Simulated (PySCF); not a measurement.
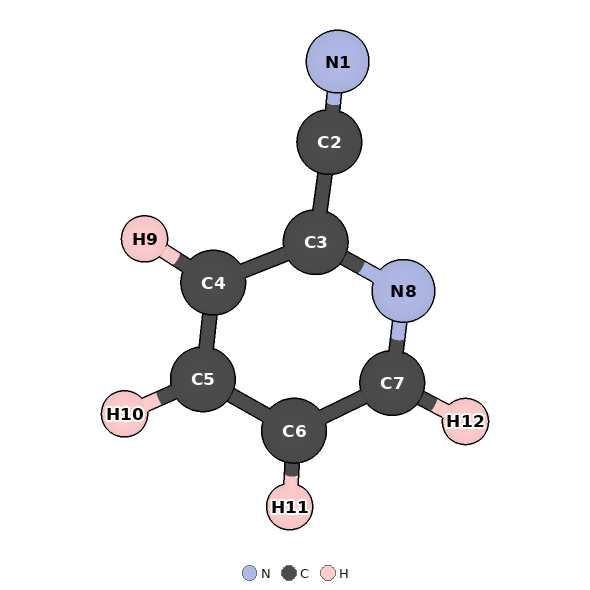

The computed structure is the end point of a PBE0-D3(BJ)/def2-SVP optimisation. No frequency run is at hand to confirm it as a minimum. Properties computed with delta-SCF UKS SCAN, pcX-2 on the ionised atom, pcseg-1 elsewhere, spin-free X2C (PySCF 2.14.0).

Give the core-electron binding energies (to vacuum) of N1 1s, C2 1s, C3 1s, C4 1s, C5 1s, C6 1s, C7 1s, N8 1s.

```csv
atom,level,binding energy (eV)
N1,1s,405.0
C2,1s,292.2
C3,1s,292.8
C4,1s,291.4
C5,1s,291.6
C6,1s,291.3
C7,1s,292.0
N8,1s,405.3
```
